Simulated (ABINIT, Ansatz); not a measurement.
# NaCl (Fm-3m): modes at Γ and the response to a field, part 2 of 2

Which modes does NaCl (Fm-3m) have at the zone centre?

ABINIT 10.8.3; DFT LDA, scalar-relativistic, plane waves, PseudoDojo norm-conserving pseudopotentials.

So far. Step 3 (Self-consistent run for the response): The cell stands at -0.32 GPa: the relaxation ran with a smoothed cutoff and on another k mesh. Step 5 (Linear response at Γ): The acoustic modes at Γ come out as far as 4.8 cm⁻¹ from zero, where they should vanish, a small numerical error; the Born charges miss their sum rule by 1.5e-4 e, which is good. The relaxed cell has a = 5.465 Å (conventional setting).

The database entry behind the starting cell differs from later determinations by our own check (an axis about 0.4 % short against later determinations), so it need not match the best structure at ambient conditions.

## 6. Modes with the sum rule

anaddb reads the merged derivatives, imposes the acoustic sum rule and charge neutrality, and adds the LO-TO term along chosen directions.

File anaddb.abi:

```
ddb_filepath "gamma_DDB"
output_file "anaddb.abo"
outdata_prefix "anaddb"
asr 1
chneut 1
enunit 2
eivec 1
nph1l 1
qph1l 0.0 0.0 0.0 1.0
dieflag 1
nph2l 3
qph2l 
    1.0 0.0 0.0 0.0
    0.0 0.0 1.0 0.0
    1.0 1.0 1.0 0.0
```

File mrgddb.in:

```
gamma_DDB
merged
2
dfpt_gammao_DS2_DDB
gso_DDB
```

The run is started by

```
$ mrgddb < mrgddb.in > mrgddb.log
$ OMP_NUM_THREADS=1 anaddb anaddb.abi > anaddb.log
```

anaddb.abo, the main output file:

```text
[banners, grids, parts of the stress and lines that vanish by symmetry left out]
-outvars_anaddb: echo values of input variables ----------------------

 Flags :
[...]
Dielectric Tensor and Effective Charges
[...]
Effective charge tensors after
[...]
Phonon wavevector (reduced coordinates) :  0.00000  0.00000  0.00000
 Phonon energies in Hartree :
[...]
Phonon energies in meV     :
-  0.000000E+00  0.000000E+00  0.000000E+00  2.338671E+01  2.338671E+01
-  2.338671E+01
 Phonon frequencies in cm-1    :
-  0.000000E+00  0.000000E+00  0.000000E+00  1.886266E+02  1.886266E+02
-  1.886266E+02
 Phonon frequencies in Thz     :
-  0.000000E+00  0.000000E+00  0.000000E+00  5.654882E+00  5.654882E+00
-  5.654882E+00
 Phonon energies in Kelvin  :
-  0.000000E+00  0.000000E+00  0.000000E+00  2.713915E+02  2.713915E+02
-  2.713915E+02
[...]
-  1  0.00000000E+00  0.00000000E+00 -3.06376440E-03
-     0.00000000E+00  0.00000000E+00  0.00000000E+00
-  2  0.00000000E+00  0.00000000E+00 -3.06376800E-03
-     0.00000000E+00  0.00000000E+00  0.00000000E+00
[...]
-  1  0.00000000E+00  3.06376440E-03  0.00000000E+00
-     0.00000000E+00  0.00000000E+00  0.00000000E+00
-  2  0.00000000E+00  3.06376800E-03  0.00000000E+00
-     0.00000000E+00  0.00000000E+00  0.00000000E+00
[...]
-  1  3.06376440E-03  0.00000000E+00  0.00000000E+00
-     0.00000000E+00  0.00000000E+00  0.00000000E+00
-  2  3.06376800E-03  0.00000000E+00  0.00000000E+00
-     0.00000000E+00  0.00000000E+00  0.00000000E+00
[...]
-  1  0.00000000E+00  2.71914881E-07 -3.80463710E-03
-     0.00000000E+00  0.00000000E+00  0.00000000E+00
-  2  0.00000000E+00 -1.76326561E-07  2.46716390E-03
-     0.00000000E+00  0.00000000E+00  0.00000000E+00
[...]
-  1  1.50176660E-07 -3.80463710E-03 -2.71914466E-07
-     0.00000000E+00  0.00000000E+00  0.00000000E+00
-  2  0.00000000E+00  2.46716389E-03  1.76326293E-07
-     0.00000000E+00  0.00000000E+00  0.00000000E+00
[...]
-  1  3.80463710E-03  1.50175909E-07  0.00000000E+00
-     0.00000000E+00  0.00000000E+00  0.00000000E+00
-  2 -2.46716390E-03  0.00000000E+00  0.00000000E+00
-     0.00000000E+00  0.00000000E+00  0.00000000E+00
[...]
-     1         -0.000000    -0.000000     0.000001     0.000001
-     2         -0.000000    -0.000001    -0.000000     0.000001
-     3         -0.000001     0.000000    -0.000000     0.000001
-     4          0.000004     0.000106    -1.484460     1.484460
-     5          0.000059    -1.484460    -0.000106     1.484460
-     6          1.484460     0.000059     0.000004     1.484460
[...]
-   1     Real    0.0000E+00  0.0000E+00  0.0000E+00  0.0000E+00  0.0000E+00  0.0000E+00  0.0000E+00
[...]
-   2     Real    0.0000E+00  0.0000E+00  0.0000E+00  0.0000E+00  0.0000E+00  0.0000E+00  0.0000E+00
[...]
-   3     Real    0.0000E+00  0.0000E+00  0.0000E+00  0.0000E+00  0.0000E+00  0.0000E+00  0.0000E+00
[...]
-   4     Real    0.0000E+00  2.3144E-13  4.5311E-05  0.0000E+00 -1.2499E-10 -3.2384E-09  4.5311E-05
[...]
-   5     Real    7.0597E-14  4.5311E-05  2.3144E-13 -1.7885E-09 -1.2782E-13  3.2384E-09  4.5311E-05
[...]
-   6     Real    4.5311E-05  7.0596E-14  0.0000E+00  1.7885E-09  1.2512E-10  0.0000E+00  4.5311E-05
[...]
Phonon at Gamma, with non-analyticity in the
[...]
Phonon energies in Hartree :
[...]
Phonon energies in meV     :
-  0.000000E+00  0.000000E+00  0.000000E+00  2.338671E+01  2.338671E+01
-  3.345000E+01
 Phonon frequencies in cm-1    :
-  0.000000E+00  0.000000E+00  0.000000E+00  1.886266E+02  1.886266E+02
-  2.697924E+02
 Phonon frequencies in Thz     :
-  0.000000E+00  0.000000E+00  0.000000E+00  5.654882E+00  5.654882E+00
-  8.088174E+00
 Phonon energies in Kelvin  :
-  0.000000E+00  0.000000E+00  0.000000E+00  2.713915E+02  2.713915E+02
-  3.881711E+02
[...]
-  1  0.00000000E+00  0.00000000E+00 -3.06376440E-03
-     0.00000000E+00  0.00000000E+00  0.00000000E+00
-  2  0.00000000E+00  0.00000000E+00 -3.06376800E-03
-     0.00000000E+00  0.00000000E+00  0.00000000E+00
[...]
Phonon at Gamma, with non-analyticity in the
[...]
Phonon energies in Hartree :
[...]
Phonon energies in meV     :
-  0.000000E+00  0.000000E+00  0.000000E+00  2.338671E+01  2.338671E+01
-  3.345000E+01
 Phonon frequencies in cm-1    :
-  0.000000E+00  0.000000E+00  0.000000E+00  1.886266E+02  1.886266E+02
-  2.697924E+02
 Phonon frequencies in Thz     :
-  0.000000E+00  0.000000E+00  0.000000E+00  5.654882E+00  5.654882E+00
-  8.088174E+00
 Phonon energies in Kelvin  :
-  0.000000E+00  0.000000E+00  0.000000E+00  2.713915E+02  2.713915E+02
-  3.881711E+02
[...]
Phonon at Gamma, with non-analyticity in the
[...]
Phonon energies in Hartree :
[...]
Phonon energies in meV     :
-  0.000000E+00  0.000000E+00  0.000000E+00  2.338671E+01  2.338671E+01
-  3.345000E+01
 Phonon frequencies in cm-1    :
-  0.000000E+00  0.000000E+00  0.000000E+00  1.886266E+02  1.886266E+02
-  2.697924E+02
 Phonon frequencies in Thz     :
-  0.000000E+00  0.000000E+00  0.000000E+00  5.654882E+00  5.654882E+00
-  8.088174E+00
 Phonon energies in Kelvin  :
-  0.000000E+00  0.000000E+00  0.000000E+00  2.713915E+02  2.713915E+02
-  3.881711E+02
[...]
-  1  2.36437010E-05 -3.06289952E-03 -6.88634913E-05
-     0.00000000E+00  0.00000000E+00  0.00000000E+00
-  2  2.36443507E-05 -3.06290249E-03 -6.88629502E-05
-     0.00000000E+00  0.00000000E+00  0.00000000E+00
[...]
-  1  3.06362671E-03  2.32573485E-05  1.74678176E-05
-     0.00000000E+00  0.00000000E+00  0.00000000E+00
-  2  3.06362969E-03  2.32567546E-05  1.74672169E-05
-     0.00000000E+00  0.00000000E+00  0.00000000E+00
[...]
-  1  4.64962445E-04  2.42749795E-03 -2.89246040E-03
-     0.00000000E+00  0.00000000E+00  0.00000000E+00
-  2 -3.01510637E-04 -1.57414102E-03  1.87565165E-03
-     0.00000000E+00  0.00000000E+00  0.00000000E+00
[...]
-  1  3.07147938E-03 -1.93840898E-03 -1.13307040E-03
-     0.00000000E+00  0.00000000E+00  0.00000000E+00
-  2 -1.99173873E-03  1.25698523E-03  7.34753491E-04
-     0.00000000E+00  0.00000000E+00  0.00000000E+00
[...]
Direction                     Dielectric constant
[...]
0.00000   0.00000   1.00000      5.47516746
   1.00000   1.00000   1.00000      5.47516746
-
```

It took 0.52 s on 1 thread of Arm Neoverse V2, shared host.

Read from the output:

* highest optical zone-centre mode (no LO-TO term): 188.6 cm⁻¹
* lowest optical zone-centre mode: 188.6 cm⁻¹
* mean static dielectric constant: 5.475
* highest mode moved by the LO-TO term: 269.8 cm⁻¹

No LO-TO term; unit eigenvectors of the mass-weighted matrix, from anaddb's displacements. The modes at Γ (shares of kinetic energy by element, %):

| mode | frequency (cm⁻¹) | symmetry | Na % | Cl % |
| --- | --- | --- | --- | --- |
| 1 | 0.0 | acoustic | 39 | 61 |
| 2 | 0.0 | acoustic | 39 | 61 |
| 3 | 0.0 | acoustic | 39 | 61 |
| 4 | 188.6 | T1u | 61 | 39 |
| 5 | 188.6 | T1u | 61 | 39 |
| 6 | 188.6 | T1u | 61 | 39 |

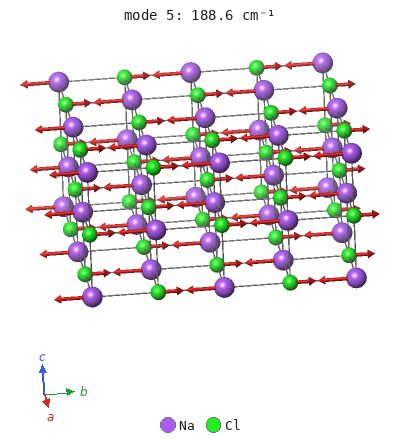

Displacement patterns of mode 5 at Γ; arrows are exaggerated. 2×2×1 conventional cells are drawn. Some periodic images of atoms are drawn too.

Trace of the oscillator strength, degenerate modes summed. Infrared lines, with heights relative to the strongest:

| position (cm⁻¹) | lines merged | IR intensity, relative |
| --- | --- | --- |
| 189 | 3 | 100 |

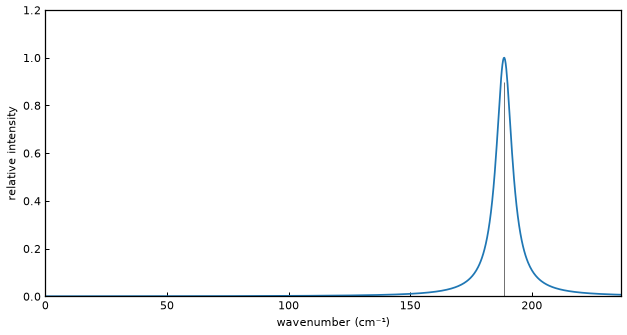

The infrared spectrum, broadened with Lorentzians of width 8 cm⁻¹; bars mark the lines.

Static dielectric tensor (ions relaxed, fixed cell):

```
5.48 0.00 0.00
0.00 5.48 0.00
0.00 0.00 5.48
```

The rule moves no optical mode by more than 0.1 cm⁻¹.

## 7. A second program

The same cell, potentials and cutoff go through another code, on another k mesh. Its k mesh is centred on Γ.

This step: DFT LDA, scalar-relativistic, plane waves, PseudoDojo norm-conserving pseudopotentials (Ansatz 0.2.0).

File input.yaml:

```yaml
crystal:
  lattice:
    - [0.0, 2.7327046304, 2.7327046304]
    - [2.7327046304, 0.0, 2.7327046304]
    - [2.7327046304, 2.7327046304, 0.0]
  atoms:
    - { symbol: Na, position: [0.0, 0.0, 0.0] }
    - { symbol: Cl, position: [0.5, 0.5, 0.5] }
kpoints:
  mp_grid: { grid: [8, 8, 8] }
hamiltonian:
  xc: lda
  pseudopotentials: { kind: nc, accuracy: standard }
scf:
  occupations: { method: fixed }
output:
  eigenvalues: true
basis:
  ecutwfc: 1034.033
phonons:
  method: dfpt
  dielectric: true
  rigid_motions: translations
```

The run is started by

```
$ ansatz run input.yaml --threads 2 --pin off --max-ram 4096MiB --backend cpu --events-out ev --progress --plain --runs-dir out
```

The program printed:

```text
Warning: basis.ecutwfc = 1034.033 eV is below the records' recommended 1197.300995 eV, and the density's cutoff is lower with it unless basis.ecutrho_ratio is high enough to keep the records' density cutoff: compare with a run at a higher cutoff
Engine: ansatz 0.2.0, aarch64-unknown-linux-gnu
Pseudopotentials: kind: nc
Pseudopotential: Na, nc, valence charge 9, recommended cutoff 1197.300995 eV (normal), Na.nc.azcp (PseudoDojo's, or run here from an input of PseudoDojo's; its table is named by hamiltonian.pseudopotentials.accuracy)
Pseudopotential: Cl, nc, valence charge 7, recommended cutoff 761.918815 eV (normal), Cl.nc.azcp (PseudoDojo's, or run here from an input of PseudoDojo's; its table is named by hamiltonian.pseudopotentials.accuracy)
Functional definition: SPW92
  exchange = slater_x
  correlation = pw_c
Crystal: 2 atoms, lattice volume = 40.814 Å³
Basis set: ecut = 1034.033 eV, 3119 PW (Γ), exchange–correlation on 90×90×90 points (8 copies of the dense FFT grid, shifted against one another)
Bands: 12, of which v1, the nominal top of the filled ones, is band 8 counted from 1 (7 counted from 0)
Symmetry: 48 space group operations
k-points: 59 of 512 (irreducible under 8 space group operations, time reversal used)
Non-local potential: Na, projectors of the file, l = 0: 2, l = 1: 2
Non-local potential: Cl, projectors of the file, l = 0: 2, l = 1: 2, l = 2: 2
Initial density: superposition of atomic densities (chi_scale 0.1, normalization cell, long waves kept (reshape's long-wave potential 0.00 eV rms))
Initial wavefunctions: pseudopotential atomic-orbital guess
Functional: x = slater, c = lda
SCF iter   1: F=—  HF=-1692.320293 eV  |F-HF|=—  |Δ(HF+E_count)|=         —  Δρ=8.98e-2  dr2=2.26e0  ethr=3.10e-3  ⟨swp⟩=5.0  Hψ=3873  notcnv=0  defer=67
preconditioner: auto → none  [insulator: Δε(μ)=4.101 eV  Ē_g=12.948 eV  n_scr=14 (ndim 8)  ℏωp=16.4 eV  f_vac=0.000  ε∞_Penn≈2.6]
SCF iter   2: F=—  HF=-1691.200995 eV  |F-HF|=—  |Δ(HF+E_count)|=    1.12e0  Δρ=1.76e-2  dr2=1.10e-1  ethr=3.10e-3  ⟨swp⟩=3.0  Hψ=2046  notcnv=0  defer=61
SCF iter   3: F=—  HF=-1691.154052 eV  |F-HF|=—  |Δ(HF+E_count)|=   4.69e-2  Δρ=8.31e-3  dr2=1.18e-2  ethr=6.90e-4  ⟨swp⟩=3.0  Hψ=1253  notcnv=0  defer=113
SCF iter   4: F=—  HF=-1691.149329 eV  |F-HF|=—  |Δ(HF+E_count)|=   4.72e-3  Δρ=2.04e-3  dr2=7.96e-4  ethr=7.36e-5  ⟨swp⟩=2.4  Hψ=858  notcnv=0  defer=113
SCF iter   5: F=—  HF=-1691.149190 eV  |F-HF|=—  |Δ(HF+E_count)|=   1.39e-4  Δρ=1.84e-4  dr2=8.39e-6  ethr=4.98e-6  ⟨swp⟩=2.9  Hψ=1268  notcnv=0  defer=113
SCF iter   6: F=—  HF=-1691.149193 eV  |F-HF|=—  |Δ(HF+E_count)|=   2.92e-6  Δρ=5.55e-5  dr2=1.23e-6  ethr=5.24e-8  ⟨swp⟩=2.1  Hψ=1096  notcnv=0  defer=63
SCF iter   7: F=—  HF=-1691.149232 eV  |F-HF|=—  |Δ(HF+E_count)|=   3.96e-5  Δρ=1.46e-5  dr2=7.37e-8  ethr=7.68e-9  ⟨swp⟩=2.4  Hψ=1109  notcnv=0  defer=22
SCF iter   8: F=—  HF=-1691.149232 eV  |F-HF|=—  |Δ(HF+E_count)|=   3.04e-8  Δρ=8.95e-7  dr2=5.02e-10  ethr=4.61e-10  ⟨swp⟩=2.1  Hψ=1121  notcnv=0  defer=22
SCF iter   9: F=-1691.149232 eV  HF=-1691.149232 eV  |F-HF|=2.27e-12  |Δ(HF+E_count)|=  3.23e-11  Δρ=1.70e-7  dr2=3.58e-12  ethr=1.00e-12  ⟨swp⟩=10.0  Hψ=5183  notcnv=0
SCF 1 converged in 9 iterations: F = -1691.149232 eV  dr2 = 3.58e-12
DFPT response loops at Γ: preconditioner auto → none (the input reference at scf.mixing.eps_inf says where Resta's filter doesn't serve); β = 0.50; Broyden in place of MSR1
SCF converged after 9 iterations
Free energy (F): -1691.149232 eV
Harris-Foulkes:  -1691.149232 eV  (|F-HF|=2.27e-12)
Internal energy: -1691.149232 eV  (E = F + TS)
E sigma→0 (E₀):  -1691.149232 eV
Fermi energy:    1.580539 eV
--- Per-component energies (eV) ---
  E_band       = -225.898587
  E_kinetic    = 908.314733
  E_local      = -1528.652818  (includes V_loc(G=0)·N_el)
  E_nonlocal   = -342.936422
  E_hartree    = 542.550412
  E_xc         = -304.366361
  E_vxc        = -347.724929  (∫ρ·V_xc dr)
  E_ewald      = -966.058776
  E_smearing   = -0.000000  (= −TS)
  E_closure    = 0.000000  (closes the sum)
  Σ components = -1691.149232   (vs F -1691.149232, Δ=0.00e0)
--- Band table (eV; the first three rows and the last of 59) ---
  k-point 0: bands = [... 4 lower, -11.2577, 1.5805, 1.5805, 1.5805, 6.6533, 12.4278, 12.4278, 12.4278]
  k-point 1: bands = [... 4 lower, -11.1942, 1.1262, 1.5289, 1.5289, 7.2065, 11.8945, 12.6421, 12.6421]
  k-point 2: bands = [... 4 lower, -11.0353, 0.2475, 1.4090, 1.4090, 8.1858, 11.4678, 12.7811, 12.7811]
  k-point 58: bands = [... 4 lower, -10.7148, 0.1323, 0.1323, 0.6544, 10.4221, 11.1687, 11.1687, 12.9905]
--- Phonons (Γ-DFPT): 2 representative perturbations + reference, on 59 of 512 k-points (Σ response iterations 6) ---
  k mesh reduced under 8 symmetry operations, with k and −k counted as one. Each operation leaves every solved perturbation unchanged. A smaller set is not considered because the run solves the response to a homogeneous field
  ASR residual: 2.911e-4 → 0.000e0 eV/Å²; symmetrization residual: 5.062e-6 eV/Å²
  ASR residual per site (eV/Å²): 2.91e-4 5.11e-5
  Γ frequencies (cm⁻¹): 0.00 0.00 0.00 188.64 188.64 188.64
  ε∞ (high-frequency dielectric tensor):
        2.676145    -0.000000    -0.000000
        0.000000     2.676145    -0.000000
       -0.000000    -0.000000     2.676145
  ε⁰ (static dielectric tensor: ions relaxed, cell fixed):
        5.474388    -0.000000    -0.000000
       -0.000000     5.474388    -0.000000
       -0.000000    -0.000000     5.474388
  ε⁰ − ε∞ (ionic part):
        2.798243    -0.000000    -0.000000
       -0.000000     2.798243    -0.000000
       -0.000000    -0.000000     2.798243
  softest optical mode at Γ: 188.64 cm⁻¹; the repairs (sum rule, projections) moved no ω² at Γ by more than (1.95 cm⁻¹)²
  Born effective charges Z* (e; rows j = field, columns β = displacement):
    site 0:
         1.07324   -0.00000    0.00000
         0.00000    1.07324   -0.00000
        -0.00000   -0.00000    1.07324
    site 1:
        -1.07324    0.00000   -0.00000
         0.00000   -1.07324    0.00000
         0.00000    0.00000   -1.07324
  Z* charge neutrality: 8.074e-6 e pre-enforcement
  k-mesh period / interband length: 30.9 Å / 1.34 Å = 23.04 at k = (0.0000, 0.0000, 0.0000), direct gap 5.073 eV — 14 or more, which is no proof of convergence
  optical modes at Γ without the LO–TO term, one row a degenerate level:
      ω (cm⁻¹)  modes    IR ((D/Å)²/amu)
        188.64      3             5.7165
  optical modes at Γ + LO–TO along q̂ = [1.0000, 0.0000, 0.0000]:
      ω (cm⁻¹)  modes    IR ((D/Å)²/amu)
        188.64      2             3.8110
        269.81      1             1.9055
  optical modes at Γ + LO–TO along q̂ = [0.0000, 1.0000, 0.0000]:
      ω (cm⁻¹)  modes    IR ((D/Å)²/amu)
        188.64      2             3.8110
        269.81      1             1.9055
  optical modes at Γ + LO–TO along q̂ = [0.0000, 0.0000, 1.0000]:
      ω (cm⁻¹)  modes    IR ((D/Å)²/amu)
        188.64      2             3.8110
        269.81      1             1.9055
```

The job ended after 23 s (2 threads; peak memory 0.58 GiB).

This step gave:

```yaml
sum_rule_residual_before_enforcement: 2.91e-4 eV/Å²
miss_of_the_charge_sum_rule: 8.07e-6 e
mean_static_dielectric_constant: 5.474
```

Transverse modes. Lines of the infrared spectrum (strongest = 100):

| position (cm⁻¹) | label | IR intensity ((D/Å)²/amu), degenerate modes summed, relative |
| --- | --- | --- |
| 189 | T1u | 100 |

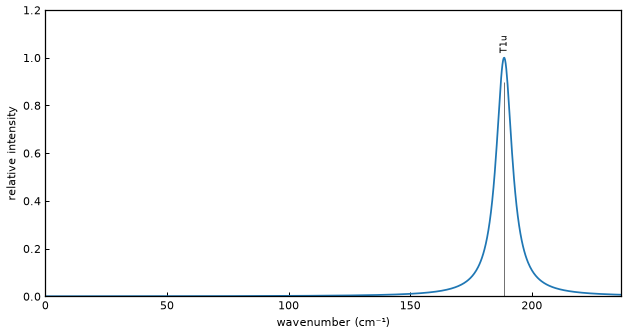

The infrared spectrum, broadened with Lorentzians of width 8 cm⁻¹; bars mark the lines.

## 8. The two compared: ABINIT PseudoDojo and Ansatz, PseudoDojo

Worked out from the results:

```yaml
root_mean_square_difference: 0.01 cm⁻¹
largest_difference: 0.01 cm⁻¹
```

Frequencies side by side, by row:

| q (reciprocal lattice) | mode | ABINIT PseudoDojo (cm⁻¹) | Ansatz, PseudoDojo (cm⁻¹) |
| --- | --- | --- | --- |
| 0 0 0 | 1 | 0 | 0 |
| 0 0 0 | 2 | 0 | 0 |
| 0 0 0 | 3 | 0 | 0 |
| 0 0 0 | 4 | 188.6 | 188.6 |
| 0 0 0 | 5 | 188.6 | 188.6 |
| 0 0 0 | 6 | 188.6 | 188.6 |

The two runs side by side. Further quantities:

| quantity | ABINIT PseudoDojo | Ansatz, PseudoDojo |
| --- | --- | --- |
| mean ε∞ | 2.676 | 2.676 |
| largest Born charge in size (e; the first before, the second after the charge sum rule) | 1.073 | 1.073 |
| summed IR intensity ((D/Å)²/amu) | 5.717 | 5.716 |

At the zone centre the largest difference (acoustic modes at Γ apart) is 0.005 % of the highest mode.

## 9. Outcome

| Item | Value |
| --- | --- |
| space group after relaxation | Fm-3m |
| volume per atom | 20.4 Å³ |
| highest optical zone-centre mode (no LO-TO term) | 188.6 cm⁻¹ |
| highest mode moved by the LO-TO term | 269.8 cm⁻¹ |
| mean high-frequency dielectric constant | 2.68 |
| largest Born charge in size (third of the trace) | 1.07 e |
| mean static dielectric constant | 5.48 |
| imaginary optical modes at the zone centre (no q mesh in this session) | none |
| largest difference from Ansatz, PseudoDojo | 0.01 cm⁻¹ |

What this shows: At the LDA level the optical modes of NaCl (Fm-3m) at the zone centre (no LO-TO term) lie at 189 cm⁻¹. The base run prints -0.32 GPa, mostly the error of a finite basis; the relaxation, with a smoothed cutoff, had brought the cell to rest. Along the directions run, the highest mode that the macroscopic field moves lies at 270 cm⁻¹. Lattice motion raises the mean dielectric constant from 2.676 to 5.475. The Born charge of Na is 1.073 e against a formal charge of +1, close to the ionic value. The Lyddane-Sachs-Teller relation holds: (ωLO/ωTO)² is 2.05 and ε₀/ε∞ is 2.05. ABINIT PseudoDojo and Ansatz, PseudoDojo agree to 0.01 cm⁻¹ (0.005 % of the highest mode compared) on all solved modes but the acoustic ones at Γ, without the LO-TO term. These are harmonic frequencies at zero temperature: anharmonic shifts and linewidths and thermal expansion are left out. Ansatz warns that the cutoff lies 14 % under the one recommended for these files; agreement at one cutoff is not convergence.

[Host names and launcher messages were left out of these logs when they were recorded.]

[Logs are printed without paths, hosts, clocks, repeated set-up lines and the standing remarks that a program may print on its own settings, such as how far it seeks lower states.]

[Hosts, paths, dates, database ids (printed as entryN), source tags and the programs' standing remarks are cut or masked in the printed files.]
